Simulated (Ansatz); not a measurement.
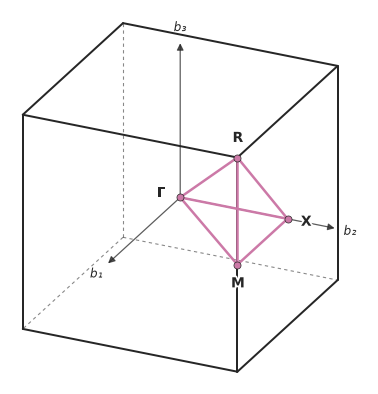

The figure shows the first Brillouin zone with its special points and a band path. Crystal: Cs₄W, the end point of a relaxation with DFT PBE, scalar-relativistic, plane waves, PAW in Ansatz; the starting structure was generated, so it need not be a known form of this composition. The drawing is computed from the coordinates (standard cell, symmetry found to 0.002 Å).

Labels and path follow the convention of Hinuma et al. (2017), as computed by seekpath; the arrows show the directions of the reciprocal primitive vectors b₁, b₂, b₃.

Q: What lattice type do the shape and the labels point to?

A: A simple cubic lattice (cP; extended symbol cP2). The zone is a cube: 6 faces (6 with 4 edges), 12 edges, 8 vertices.

Q: Write the standard path through the labelled points.

A: Γ–X–M–Γ–R–X | R–M
